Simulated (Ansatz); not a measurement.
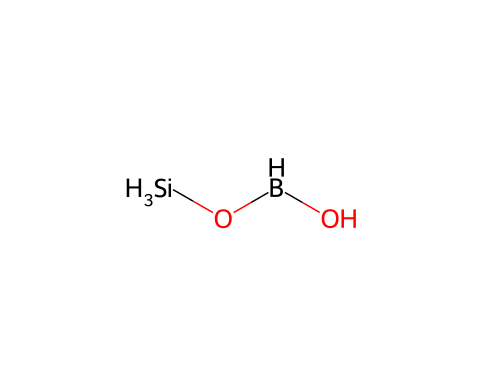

Figure made from data computed with Ansatz.

### Write the SMILES.

OBO[SiH3]

### Give the formula, hydrogens included.

BH5O2Si.

### An optimisation with PBE0-D4/def2-TZVP gave a structure of which point group?

Cs. Other conformers may differ.
